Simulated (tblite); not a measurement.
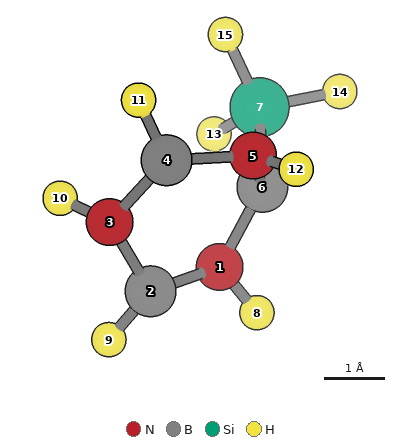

*The input geometry (ball-and-stick view, seen at a tilt; atoms are numbered from 1 in the order of the input).*

Bond lengths as drawn: B–H 1.14 to 1.15 Å, B–N 1.54 to 1.56 Å, B–Si 1.94 Å, H–N 0.98 to 1.04 Å and H–Si 1.41 to 1.44 Å.

# B3SiN3H8: geometry relaxation (part 1 of 2)

System: B3SiN3H8, SMILES [SiH3]B1NBNBN1.
Method: GFN2-xTB geometry optimisation, gas phase (tblite 0.8.0).

## The input
```
{"job": {"kind": "relax", "xc": "GFN2-xTB", "basis": "xTB"}, "charge": 0, "multiplicity": 1}
N     -3.248948    -0.334265     1.012884
B     -2.931100    -0.868467    -0.393752
N     -1.437428    -1.231489    -0.658125
B     -0.382112    -0.197392    -0.157244
N     -0.847661     0.795619     0.955151
B     -2.062612     0.302189     1.803615
Si    -1.642186    -0.551691     3.493381
H     -4.165996     0.147441     1.127672
H     -3.690574    -1.567378    -0.867292
H     -1.183208    -2.208809    -0.513471
H      0.689301    -0.591801    -0.040545
H     -0.844871     1.749422     0.713738
H     -2.449688    -1.685637     3.697009
H     -1.866549     0.392065     4.561390
H     -0.261953    -0.955550     3.515955
```

The first line tells a small driver script what to run in tblite; the rest is the geometry in Å.

Hardware: 1 CPU thread, shared host.

Run as:
```bash
OMP_NUM_THREADS=1 python <driver script> task.json out
```

## The program's output
```
step      E/eV     max force
  0    -498.08147    4.175
  1    -499.06781    2.521
  2    -499.89056    2.506
  3    -500.12042    1.351
  4    -500.32303    1.133
  5    -500.42069    1.015
  6    -500.60950    1.694
  7    -500.72363    1.188
  8    -500.83839    0.757
  9    -500.88795    0.833
 10    -500.94645    1.017
 11    -501.00654    0.818
 12    -501.09120    0.683
 13    -501.15620    0.845
 14    -501.25007    0.819
 15    -501.31978    0.600
 16    -501.36958    0.517
 17    -501.41136    0.861
 18    -501.43300    1.025
 19    -501.48555    0.666
 20    -501.52871    0.694
 21    -501.56357    0.377
 22    -501.58270    0.369
 23    -501.61417    0.563
 24    -501.65041    0.699
 25    -501.69201    0.593
 26    -501.72800    0.554
 27    -501.76120    0.514
 28    -501.79909    0.678
 29    -501.84771    0.703
 30    -501.90649    0.811
 31    -501.95634    0.591
 32    -501.98792    0.777
 33    -502.01372    0.526
 34    -502.03351    0.486
 35    -502.05897    0.350
 36    -502.07595    0.373
 37    -502.10422    0.515
 38    -502.12839    0.613
 39    -502.14834    0.507
 40    -502.16440    0.346
 41    -502.17736    0.354
 42    -502.20139    0.434
 43    -502.22480    0.628
 44    -502.24829    0.521
 45    -502.26500    0.244
 46    -502.27494    0.303
 47    -502.28099    0.311
 48    -502.28878    0.326
 49    -502.29686    0.193
 50    -502.30072    0.124
 51    -502.30313    0.126
 52    -502.30544    0.134
 53    -502.30749    0.126
 54    -502.30895    0.082
 55    -502.30979    0.070
 56    -502.31034    0.069
 57    -502.31082    0.070
 58    -502.31141    0.072
 59    -502.31206    0.075
 60    -502.31262    0.057
 61    -502.31306    0.060
 62    -502.31351    0.057
 63    -502.31404    0.075
 64    -502.31459    0.073
 65    -502.31504    0.048
 66    -502.31535    0.039
 67    -502.31556    0.030
 68    -502.31570    0.025
 69    -502.31579    0.024
 70    -502.31588    0.027
 71    -502.31599    0.029
 72    -502.31610    0.025
 73    -502.31620    0.023
 74    -502.31628    0.027
 75    -502.31636    0.029
 76    -502.31645    0.030
 77    -502.31655    0.024
 78    -502.31663    0.022
 79    -502.31667    0.019
 80    -502.31672    0.017
 81    -502.31678    0.021
 82    -502.31687    0.025
 83    -502.31696    0.022
 84    -502.31702    0.013
 85    -502.31704    0.010
 86    -502.31706    0.010
 87    -502.31707    0.010
 88    -502.31709    0.012
 89    -502.31710    0.009
 90    -502.31711    0.005
```

## Trajectory as extended XYZ (Å, eV, eV/Å), 31 frames, from step=0 to step=90
```
15
Properties=species:S:1:pos:R:3:forces:R:3 step=0 energy=-498.08147
N    -3.2489   -0.3343    1.0129    1.5890   1.7510  -2.1190
B    -2.9311   -0.8685   -0.3938    2.4020  -0.6950   3.2610
N    -1.4374   -1.2315   -0.6581   -0.1990   2.7810   2.0300
B    -0.3821   -0.1974   -0.1572   -3.4500  -1.3650   1.9130
N    -0.8477    0.7956    0.9552   -1.4780  -2.8840  -0.6940
B    -2.0626    0.3022    1.8036    0.1880  -0.7310  -3.2490
Si   -1.6422   -0.5517    3.4934    0.1470   1.4650  -0.4880
H    -4.1660    0.1474    1.1277    0.9740  -1.0300   0.0950
H    -3.6906   -1.5674   -0.8673   -0.8270  -0.0180  -0.7290
H    -1.1832   -2.2088   -0.5135   -0.1940   0.6370  -0.7280
H     0.6893   -0.5918   -0.0405    0.6870   0.3030  -0.6110
H    -0.8449    1.7494    0.7137    0.3620   0.9700   0.0370
H    -2.4497   -1.6856    3.6970   -0.7480  -1.1470   0.3590
H    -1.8665    0.3921    4.5614    0.0040   0.1760   0.7830
H    -0.2620   -0.9556    3.5160    0.5440  -0.2140   0.1370
15
Properties=species:S:1:pos:R:3:forces:R:3 step=3 energy=-500.12042
N    -3.1761   -0.2248    0.9016    0.1330   0.5280  -0.3760
B    -2.8534   -0.9422   -0.2587   -0.9360  -0.8430  -0.4870
N    -1.4586   -1.1620   -0.5374   -0.0720  -0.5030   0.8190
B    -0.4900   -0.2672   -0.0411    0.9680  -0.3030   0.3870
N    -0.9281    0.7293    0.8930   -0.0680   0.7830  -0.5010
B    -2.0521    0.2606    1.6627   -0.1270   0.0280   0.5790
Si   -1.6494   -0.4881    3.4590   -0.2850  -0.0500  -0.1500
H    -4.1063    0.0780    1.1327   -0.1910  -0.4950   0.1670
H    -3.7029   -1.5399   -0.8865    0.4700   0.4940   0.2990
H    -1.2012   -2.1329   -0.5737    0.1030  -0.0440  -0.8890
H     0.6883   -0.5584   -0.0845   -0.6210   0.4990  -0.4550
H    -0.8146    1.7281    0.7386    0.6060  -0.5890   0.4400
H    -2.4742   -1.7242    3.7134    0.2620   0.4300  -0.0130
H    -1.8657    0.4016    4.6071    0.0470  -0.0640   0.1440
H    -0.2412   -0.9636    3.5240   -0.2890   0.1290   0.0370
15
Properties=species:S:1:pos:R:3:forces:R:3 step=6 energy=-500.60950
N    -3.1666   -0.1112    0.8066   -0.6440  -0.3030   0.9510
B    -2.8800   -1.0334   -0.2189    0.7730   0.7470   0.2360
N    -1.4747   -1.2321   -0.3630    0.3800  -1.5940  -0.4280
B    -0.4702   -0.3259    0.0625   -0.6350   0.1510  -0.3860
N    -0.9780    0.7439    0.8236    0.2870   0.3470   0.5010
B    -2.0662    0.2740    1.6532   -0.4470   0.5440  -0.4210
Si   -1.6871   -0.4576    3.4417    0.1060   0.3370   0.1670
H    -4.1080   -0.0373    1.1629   -0.1030  -0.1420  -0.0430
H    -3.6883   -1.4941   -0.8864   -0.3960  -0.4260  -0.3220
H    -1.1831   -2.1256   -0.7576   -0.0450   0.4730  -0.2030
H     0.6476   -0.4765   -0.1831    0.4140   0.0880  -0.3220
H    -0.6787    1.7019    0.8164    0.6590  -0.2350   0.3710
H    -2.4512   -1.6794    3.7194   -0.1640  -0.0680   0.0320
H    -1.8573    0.3902    4.6415   -0.0050  -0.0630  -0.0850
H    -0.2838   -0.9427    3.5315   -0.1800   0.1450  -0.0500
15
Properties=species:S:1:pos:R:3:forces:R:3 step=9 energy=-500.88795
N    -3.2005   -0.1036    0.8313    0.1110  -0.5350   0.1390
B    -2.8507   -1.0234   -0.2035   -0.1660  -0.1930  -0.1270
N    -1.4599   -1.3556   -0.2927    0.0160   0.3510  -0.3550
B    -0.4983   -0.3408    0.0652    0.0620   0.1610  -0.3130
N    -0.9735    0.7580    0.8308    0.1490  -0.2270  -0.0210
B    -2.1081    0.3425    1.6424    0.0060   0.2270   0.1600
Si   -1.7062   -0.4152    3.4418   -0.1770   0.2810  -0.2360
H    -4.1467   -0.1087    1.1827    0.0470  -0.0640  -0.0530
H    -3.6964   -1.5004   -0.8981    0.3820   0.0550   0.2750
H    -1.1629   -2.1272   -0.8854   -0.1110   0.3470   0.2250
H     0.6432   -0.4197   -0.2648   -0.3990   0.0830  -0.0680
H    -0.5360    1.6730    0.8946    0.2310  -0.7480   0.2830
H    -2.4497   -1.6507    3.7230   -0.2200  -0.0330  -0.0280
H    -1.8536    0.3804    4.6539   -0.0690   0.1990   0.2180
H    -0.3262   -0.9143    3.5291    0.1370   0.0970  -0.1010
15
Properties=species:S:1:pos:R:3:forces:R:3 step=12 energy=-501.09120
N    -3.1926   -0.1967    0.8908   -0.0800   0.1910  -0.1380
B    -2.8369   -1.0337   -0.2023   -0.1910  -0.1410   0.4070
N    -1.4587   -1.3418   -0.3202    0.1170   0.1790  -0.6490
B    -0.5234   -0.3204    0.0013    0.1440  -0.0870   0.0710
N    -0.9622    0.7117    0.8500   -0.1740   0.3570   0.0230
B    -2.1360    0.4171    1.6468    0.1320  -0.5370   0.1690
Si   -1.7395   -0.3460    3.4245   -0.0460  -0.2700   0.6140
H    -4.1655   -0.1545    1.1854    0.4480  -0.1080  -0.0110
H    -3.6538   -1.5133   -0.8720   -0.2170  -0.2290  -0.1860
H    -1.1613   -2.0920   -0.9309   -0.0890   0.1450   0.0990
H     0.5957   -0.3790   -0.3265    0.1130   0.0580  -0.2550
H    -0.4029    1.5439    0.9924    0.0870  -0.4580   0.3040
H    -2.4892   -1.6339    3.7157    0.1150   0.5890  -0.2110
H    -1.8644    0.4077    4.6896   -0.0380   0.0300  -0.0870
H    -0.3349   -0.8748    3.5058   -0.3210   0.2810  -0.1500
15
Properties=species:S:1:pos:R:3:forces:R:3 step=15 energy=-501.31978
N    -3.1683   -0.2562    0.9218    0.0290   0.3180   0.0590
B    -2.8459   -1.0939   -0.1529    0.2660   0.1050  -0.4030
N    -1.4649   -1.2714   -0.4195   -0.1760  -0.3580  -0.2540
B    -0.5319   -0.3021   -0.0429   -0.0910   0.3240   0.0240
N    -0.9745    0.6878    0.8674    0.3490   0.0840   0.2780
B    -2.1367    0.4137    1.6707    0.2890  -0.4810  -0.0710
Si   -1.7873   -0.2887    3.4747    0.2080   0.3140   0.0250
H    -4.1319   -0.2326    1.1977   -0.1550   0.0200   0.3160
H    -3.6323   -1.5564   -0.8619   -0.4560  -0.3850  -0.0510
H    -1.1694   -2.0389   -0.9922    0.0100  -0.0990  -0.2890
H     0.5544   -0.3161   -0.4419    0.4010   0.0560  -0.1490
H    -0.2410    1.3242    1.1559   -0.2960  -0.0560   0.2840
H    -2.5262   -1.5369    3.6811   -0.2260  -0.0830   0.0720
H    -1.8841    0.4506    4.7329   -0.0620   0.1160   0.1100
H    -0.3858   -0.7886    3.4595   -0.0910   0.1250   0.0490
15
Properties=species:S:1:pos:R:3:forces:R:3 step=18 energy=-501.43300
N    -3.1524   -0.2856    0.9447    0.0480  -0.2170  -0.5320
B    -2.8423   -1.1198   -0.1700   -0.3030   0.2200  -0.2810
N    -1.4743   -1.2424   -0.5285    0.0950   0.3750   0.3040
B    -0.5430   -0.2568   -0.1015    0.2460  -0.1840  -0.3800
N    -0.9379    0.6612    0.9161    0.9310  -0.3460   0.2550
B    -2.1042    0.3577    1.6888   -0.1160   0.0080  -0.2430
Si   -1.8125   -0.2031    3.5246   -0.2580  -0.0790  -0.0870
H    -4.1168   -0.2993    1.2535    0.2860   0.0300   0.1800
H    -3.6675   -1.6443   -0.8466    0.0850   0.0040   0.4350
H    -1.1706   -2.0138   -1.0973   -0.0240   0.1480  -0.2650
H     0.5564   -0.2485   -0.5610   -0.2990   0.0800   0.1930
H    -0.1259    1.1313    1.3480   -0.9240  -0.1500  -0.2680
H    -2.5864   -1.4535    3.6620   -0.0730   0.0210   0.2350
H    -1.9102    0.5068    4.7889   -0.0550   0.1820   0.1770
H    -0.4381   -0.6955    3.4288    0.3610  -0.0910   0.2760
15
Properties=species:S:1:pos:R:3:forces:R:3 step=21 energy=-501.56357
N    -3.1434   -0.2856    0.9010   -0.0670   0.0490   0.0960
B    -2.8574   -1.0961   -0.2245    0.0940  -0.0450   0.0360
N    -1.4783   -1.2127   -0.5597   -0.1080  -0.0820  -0.2980
B    -0.5243   -0.2521   -0.1424    0.0540  -0.1840   0.1080
N    -0.8952    0.5935    0.9305   -0.1700  -0.2280   0.0460
B    -2.0857    0.3053    1.6619   -0.1050   0.1470   0.0900
Si   -1.8219   -0.1931    3.5339    0.0260  -0.1900   0.0490
H    -4.0771   -0.2938    1.2937    0.1550  -0.0930  -0.1000
H    -3.6965   -1.6843   -0.8044    0.0700   0.0020   0.0930
H    -1.1793   -1.9885   -1.1356   -0.0930   0.3170  -0.1820
H     0.5656   -0.2373   -0.5603    0.1340   0.0160  -0.1500
H    -0.1774    1.1243    1.3940    0.1250   0.0930  -0.0750
H    -2.6155   -1.4428    3.6890    0.0570   0.1620   0.2240
H    -1.9252    0.5421    4.8129   -0.0390  -0.0190  -0.2530
H    -0.4138   -0.6849    3.4605   -0.1340   0.0540   0.3170
15
Properties=species:S:1:pos:R:3:forces:R:3 step=24 energy=-501.65041
N    -3.1265   -0.2964    0.8799    0.1670   0.0540   0.2720
B    -2.8571   -1.1043   -0.2509    0.1580  -0.0010   0.1810
N    -1.4974   -1.1743   -0.6474    0.0770   0.1640  -0.0750
B    -0.5051   -0.2728   -0.1759    0.0180   0.1990   0.2480
N    -0.8515    0.4888    0.9714    0.2650   0.2630   0.1830
B    -2.0866    0.2855    1.6576    0.2830  -0.1080   0.2070
Si   -1.8506   -0.1674    3.5585    0.1280   0.2640  -0.1330
H    -4.0197   -0.3552    1.3316   -0.3830  -0.0980  -0.1050
H    -3.7058   -1.7419   -0.7403   -0.0160  -0.0720  -0.1320
H    -1.2016   -1.8960   -1.2783   -0.0770   0.0070  -0.3790
H     0.5695   -0.1841   -0.6487   -0.0890  -0.1220  -0.0130
H    -0.1429    1.0170    1.4892   -0.2300  -0.3410  -0.5660
H    -2.6574   -1.3712    3.7500   -0.1360  -0.2330   0.2460
H    -1.9562    0.5938    4.8181   -0.0810   0.0570  -0.2080
H    -0.4366   -0.6271    3.5354   -0.0850  -0.0340   0.2740
15
Properties=species:S:1:pos:R:3:forces:R:3 step=27 energy=-501.76120
N    -3.0949   -0.3170    0.9035   -0.1080  -0.2670   0.0560
B    -2.8305   -1.1179   -0.2415   -0.0510   0.0220  -0.0490
N    -1.5071   -1.1099   -0.7515    0.0880  -0.0630   0.1780
B    -0.4852   -0.2906   -0.1859   -0.0910   0.1700  -0.4220
N    -0.8097    0.3810    1.0151   -0.0380   0.1400  -0.3510
B    -2.0649    0.2744    1.6802    0.2150  -0.4630  -0.0640
Si   -1.8737   -0.1306    3.5682   -0.1150  -0.1330   0.2560
H    -3.9974   -0.4382    1.3373   -0.0920   0.0700  -0.0600
H    -3.6912   -1.7950   -0.6814    0.1590   0.0770  -0.0850
H    -1.2468   -1.7604   -1.4811   -0.1480   0.2360  -0.0280
H     0.5534   -0.1488   -0.7397   -0.1350  -0.1310   0.2550
H    -0.0943    0.8822    1.5070    0.3570   0.0890  -0.0070
H    -2.7083   -1.3175    3.8642    0.0500   0.0050   0.0430
H    -2.0037    0.6598    4.7800   -0.1600   0.3790   0.1510
H    -0.4711   -0.5772    3.6759    0.0700  -0.1320   0.1260
15
Properties=species:S:1:pos:R:3:forces:R:3 step=30 energy=-501.90649
N    -3.0514   -0.4153    0.9563   -0.1910  -0.2280  -0.1620
B    -2.7995   -1.1338   -0.2416   -0.1270  -0.1040  -0.3950
N    -1.5265   -0.9946   -0.8809   -0.5530  -0.5930  -0.0040
B    -0.4945   -0.2410   -0.2781   -0.2440  -0.1000   0.0280
N    -0.7476    0.2833    1.0133   -0.1420   0.0080  -0.1660
B    -1.9748    0.1384    1.7080   -0.3490  -0.1320   0.1300
Si   -1.9124   -0.0895    3.6408    0.1470  -0.3190   0.2980
H    -3.9950   -0.5145    1.3376    0.6400   0.0950   0.0340
H    -3.6473   -1.8649   -0.6374    0.2350   0.1950  -0.1590
H    -1.3315   -1.5629   -1.7128   -0.1540   0.5450   0.5240
H     0.5242   -0.1381   -0.8062    0.5600   0.1440  -0.1790
H     0.0148    0.6849    1.5271    0.2660   0.1200   0.0040
H    -2.7802   -1.2560    4.0000    0.2020   0.2370   0.0080
H    -2.1008    0.8299    4.7683   -0.1240   0.1870  -0.1260
H    -0.5028   -0.5317    3.8560   -0.1650  -0.0550   0.1670
15
Properties=species:S:1:pos:R:3:forces:R:3 step=33 energy=-502.01372
N    -3.0229   -0.4619    0.9507    0.0280  -0.0990   0.0950
B    -2.8038   -1.1402   -0.2725   -0.0460   0.0800  -0.0830
N    -1.5680   -0.9592   -0.9351    0.2270   0.1310   0.3570
B    -0.5032   -0.2442   -0.3184    0.0590  -0.0680   0.0230
N    -0.7286    0.2211    1.0052    0.0240   0.0420   0.0170
B    -1.9493    0.0439    1.7278    0.1640   0.1210   0.1370
Si   -1.9120   -0.1080    3.6989    0.1110   0.2160  -0.1500
H    -3.9481   -0.5422    1.3452    0.0860  -0.0820   0.1740
H    -3.6183   -1.8865   -0.6289   -0.2700  -0.1180  -0.4350
H    -1.3934   -1.4184   -1.8123   -0.0490  -0.0400  -0.0830
H     0.5544   -0.1323   -0.8364   -0.2070   0.0590   0.0340
H     0.0529    0.6361    1.4958   -0.0490  -0.0830  -0.0610
H    -2.7951   -1.2154    4.1004   -0.0100  -0.0540   0.1090
H    -2.1641    0.9307    4.7279   -0.0360  -0.0390  -0.3020
H    -0.5260   -0.5290    4.0021   -0.0340  -0.0650   0.1660
15
Properties=species:S:1:pos:R:3:forces:R:3 step=36 energy=-502.07595
N    -2.9913   -0.5096    0.9709   -0.0530  -0.1800   0.0120
B    -2.8097   -1.1381   -0.2921   -0.0760  -0.1240   0.0640
N    -1.5716   -0.9394   -0.9547   -0.1360   0.0110  -0.0660
B    -0.5007   -0.2586   -0.3335    0.0630   0.0820   0.1070
N    -0.7183    0.1839    1.0020    0.3240   0.0560   0.0020
B    -1.9138   -0.0054    1.7587    0.0670  -0.0510  -0.3080
Si   -1.8964   -0.1070    3.7267   -0.1610  -0.1140  -0.1020
H    -3.9169   -0.5822    1.3669    0.0880  -0.1320   0.2000
H    -3.6208   -1.9037   -0.6862    0.0140   0.3300  -0.1730
H    -1.4546   -1.2951   -1.8927    0.0330  -0.0930   0.1290
H     0.5518   -0.1249   -0.8566   -0.2120   0.0500   0.0370
H     0.0902    0.6031    1.4411   -0.1030  -0.0680   0.1660
H    -2.7969   -1.1899    4.2052    0.0830   0.1200  -0.0510
H    -2.2196    1.0020    4.6363   -0.0090   0.1100  -0.1080
H    -0.5571   -0.5410    4.1584    0.0780   0.0020   0.0910
15
Properties=species:S:1:pos:R:3:forces:R:3 step=39 energy=-502.14834
N    -2.9525   -0.6078    0.9913   -0.0090  -0.0470   0.0560
B    -2.8306   -1.1651   -0.3131    0.1220   0.0100  -0.0020
N    -1.5979   -0.9048   -0.9753   -0.1240   0.0370  -0.0330
B    -0.5046   -0.2553   -0.3482   -0.1290   0.0800   0.0180
N    -0.6633    0.1487    1.0062   -0.0330  -0.2390   0.0650
B    -1.8601   -0.0721    1.7476   -0.0490  -0.1640   0.1650
Si   -1.9010   -0.0858    3.7398    0.1650  -0.0730  -0.1840
H    -3.8460   -0.6714    1.4582    0.0380  -0.2220   0.0040
H    -3.6458   -1.8819   -0.8076    0.1260   0.4560   0.1830
H    -1.5102   -1.1845   -1.9432    0.0900  -0.0840   0.1730
H     0.5070   -0.0773   -0.9070    0.0950   0.0300  -0.1070
H     0.1557    0.4998    1.4854   -0.1280   0.0170  -0.0450
H    -2.8002   -1.1225    4.2814   -0.1080  -0.0080  -0.0640
H    -2.2813    1.1020    4.5293    0.0700   0.0170  -0.1350
H    -0.5947   -0.5277    4.3057   -0.1280   0.1890  -0.0950
```
